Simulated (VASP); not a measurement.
Band structure of BAs (relaxed from the layered h-BN type structure, space group P6_3/mmc). Calculation: PBEsol GGA, VASP's PBE PAW potentials (set 64) (plane waves; VASP 6.6.1).

Without a dispersion term in the relaxation, distances and binding between the weakly bound layers, chains or molecules are unreliable, and so is what depends on them.

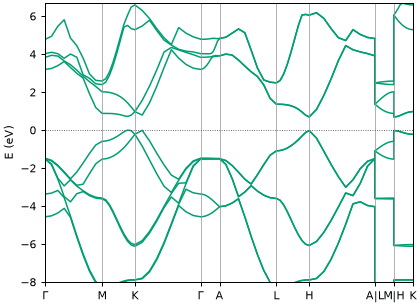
Figure: Bands along high-symmetry lines, zero at the valence-band maximum or, without a gap, the Fermi level

### Question
Read the plot: is there a gap, and where are the band edges?

### Answer
The gap is indirect, 0.69 eV, from the valence maximum at M-K at 0.78 to the conduction minimum at H. (Edges off the drawn lines would not show.)

The structure was generated: BAs was put into the layered h-BN type type (P6_3/mmc), which need not be its known phase. It was relaxed first.
